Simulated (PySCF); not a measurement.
C6H15AlS (AlMe2(StBu))

```yaml
atoms:
  - { symbol: Al, position_ang: [0.6083, 1.0793, 1.2935] }
  - { symbol: C, position_ang: [2.5649, 1.0885, 1.2711] }
  - { symbol: H, position_ang: [2.9370, 1.4879, 0.3106] }
  - { symbol: H, position_ang: [2.9970, 0.0855, 1.4065] }
  - { symbol: H, position_ang: [2.9723, 1.7498, 2.0552] }
  - { symbol: C, position_ang: [-0.3657, 2.7757, 1.2739] }
  - { symbol: H, position_ang: [-1.4581, 2.6439, 1.2916] }
  - { symbol: H, position_ang: [-0.1080, 3.3657, 0.3765] }
  - { symbol: H, position_ang: [-0.0848, 3.4003, 2.1401] }
  - { symbol: S, position_ang: [-0.4952, -0.8546, 1.3711] }
  - { symbol: C, position_ang: [-0.6783, -1.1750, -0.4635] }
  - { symbol: C, position_ang: [0.6947, -1.3339, -1.1092] }
  - { symbol: C, position_ang: [-1.4612, -2.4801, -0.5700] }
  - { symbol: C, position_ang: [-1.4581, -0.0419, -1.1230] }
  - { symbol: H, position_ang: [0.5875, -1.6075, -2.1727] }
  - { symbol: H, position_ang: [1.2798, -0.3995, -1.0681] }
  - { symbol: H, position_ang: [1.2799, -2.1145, -0.6032] }
  - { symbol: H, position_ang: [-1.6144, -2.7419, -1.6302] }
  - { symbol: H, position_ang: [-0.9184, -3.3044, -0.0848] }
  - { symbol: H, position_ang: [-2.4460, -2.3882, -0.0891] }
  - { symbol: H, position_ang: [-0.9138, 0.9170, -1.0764] }
  - { symbol: H, position_ang: [-2.4305, 0.1049, -0.6327] }
  - { symbol: H, position_ang: [-1.6317, -0.2672, -2.1891] }
```

Geometry: PBE0-D3(BJ)/def2-SVP.

These are results of PySCF 2.14.0, PBE0/pcSseg-1 Al:pcSseg-2, SCF density, gas phase, non-relativistic, not measurements.

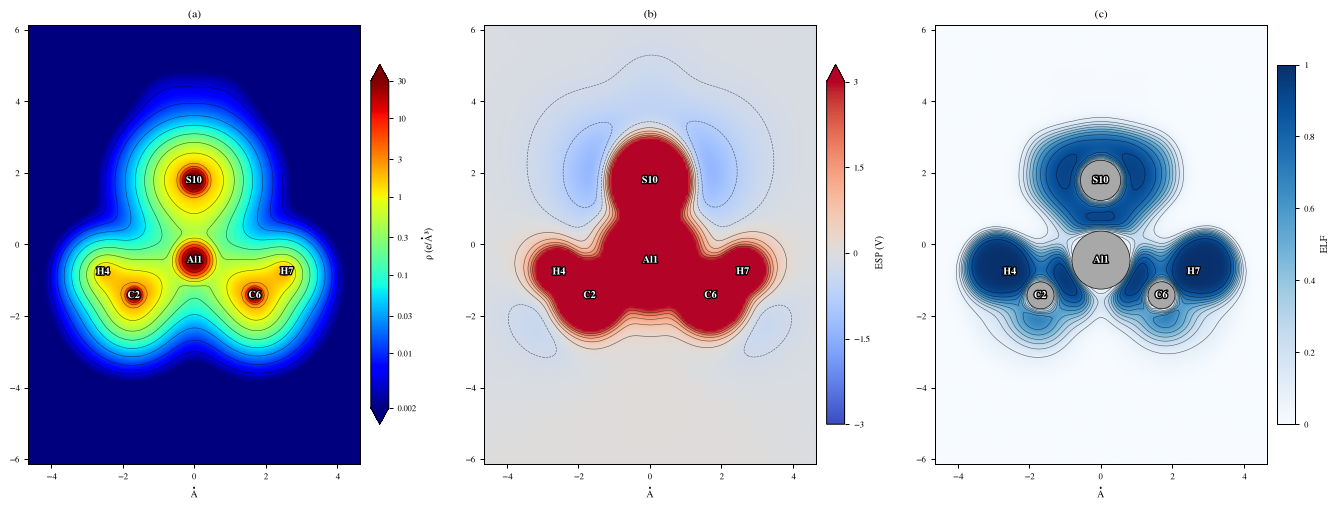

Figure 1. (a) electron density; (b) electrostatic potential; (c) electron localisation function on the plane of atoms C6, Al1 and S10. Grey discs cover the atomic cores in the ELF map.

What do the fields say about this system?

- The plane passes through Al, C, H and S nuclei.
- C–Al (1.96 Å): ρ at the midpoint is about 0.74 e/Å³; the ELF peaks at about 0.95 between the atoms: a shared but strongly polarised pair.
- Al–S (2.23 Å): the density is about 0.68 e/Å³ at the midpoint; the ELF peaks at about 0.90 between the atoms, as expected for a polar covalent bond.
- C–H (1.10 Å): the density is about 1.9 e/Å³ at the midpoint; the ELF climbs to about 1 towards the hydrogen, as it does in any bond to H: a covalent bond by its length.
- The ELF also peaks beside S10, away from the bonds: lone-pair regions.
- Outside the dense part of the molecule the potential is most negative (−1.3 V) near S10.

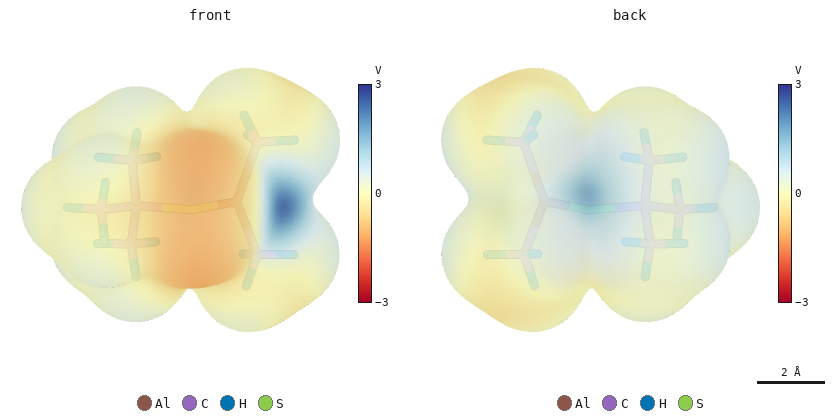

Figure 2. The molecular electrostatic potential painted on the density surface at 0.001 e/bohr³, seen from the front and from behind; the colour scale runs from red (negative) to blue (positive).

Where is the surface potential most negative and most positive?

The most negative region (about −1.1 V) lies over S10, the most positive (about +2.2 V) over Al1.

How polar is the molecule by this calculation?

Its dipole moment is 1.86 D.
